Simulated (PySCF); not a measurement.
**C$_{5}$H$_{3}$NS (SMILES N#CC1=CS[CH][CH+]1) (charge +1, doublet): density, localisation and related maps**

```yaml
atoms:
  - { symbol: N, position_ang: [3.1284, 0.2054, -0.1910] }
  - { symbol: C, position_ang: [1.9908, 0.0662, -0.1217] }
  - { symbol: C, position_ang: [0.6022, -0.0903, -0.0526] }
  - { symbol: C, position_ang: [-0.0467, -1.3399, -0.1837] }
  - { symbol: S, position_ang: [-1.7034, -1.2199, -0.0519] }
  - { symbol: C, position_ang: [-1.5942, 0.5487, 0.1809] }
  - { symbol: C, position_ang: [-0.3184, 0.9826, 0.1537] }
  - { symbol: H, position_ang: [0.4537, -2.2791, -0.3494] }
  - { symbol: H, position_ang: [-2.4920, 1.1228, 0.3211] }
  - { symbol: H, position_ang: [-0.0115, 2.0083, 0.2721] }
```

Geometry: GFN2-xTB.

Level of theory: PySCF, UKS B3LYP, pcH-1 on C H N S, non-relativistic, mean-field spin-orbit, GIAO.

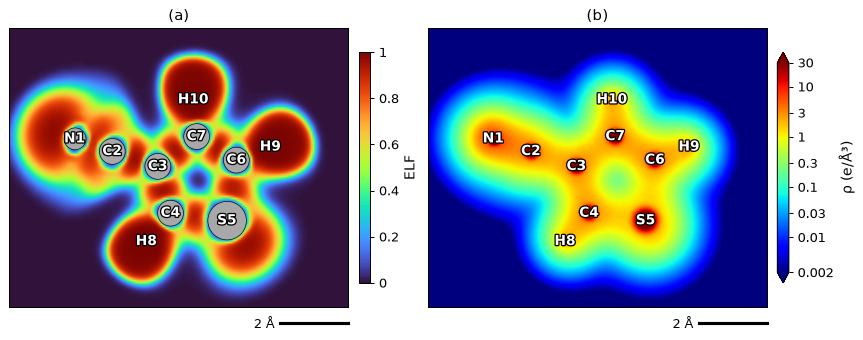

Figure 1. (a) electron localisation function; (b) electron density on the molecular plane. Grey discs cover the atomic cores in the ELF map.

Interpret the plot.

- The plane passes through N, C, S and H nuclei.
- C–N (1.15 Å): ρ at the midpoint is about 3.6 e/Å³; the ELF peaks at about 0.90 between the atoms (a multiple bond).
- C–C (1.35 Å): ρ is about 2.3 e/Å³ halfway; the ELF peaks at about 0.95 between the atoms (a covalent bond).
- C–S (1.67 Å): ρ is about 1.6 e/Å³ halfway; the ELF peaks at about 0.90 between the atoms, as expected for a covalent bond.
- C–H (1.07 Å): ρ at the midpoint is about 2.2 e/Å³; the ELF climbs to about 1 towards the hydrogen, as it does in any bond to H; a covalent bond by its length.
- C–C (1.40 Å): ρ at the midpoint is about 2 e/Å³; the ELF peaks at about 0.95 between the atoms; localised, covalent bonding.
- The ELF also peaks beside S5 and N1, away from the bonds: non-bonding electrons, paired or unpaired.

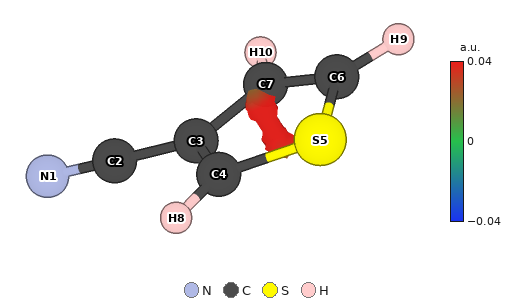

Figure 2. Non-covalent interaction (NCI) plot: the surface where the reduced density gradient is 0.6, for densities under 0.05 a.u., coloured by sign(λ₂)ρ; seen at an oblique angle.

Identify the weak interactions.

Inside the ring or cage of C3, C4, S5, C6 and C7: steric crowding (red).
